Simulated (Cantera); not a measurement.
Feed: 1 mol Si, 1.7 mol Cl2, 6.6 mol H2, at 750 Torr.

Method: chemical equilibrium by Gibbs-energy minimisation in Cantera with the NASA 1993 tables (ideal gas, pure condensed phases). Candidate condensed phases: Si; 19 gas species. The tables' values for SiCl3 are old estimates; treat these amounts as uncertain. Rates play no part.

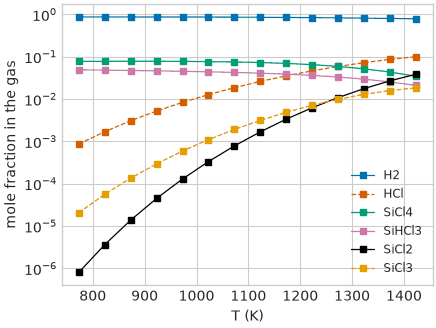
Figure: Equilibrium gas composition (values under 1e-9 drawn at 1e-9)

From 773 K to 1423 K the condensed part is Si(s). The main Si-bearing gas is SiCl4 at 773 K and SiCl2 at 1423 K. The share of Si in condensed phases is highest at 1323 K (13.1 %) and lowest at 773 K (5.2 %).
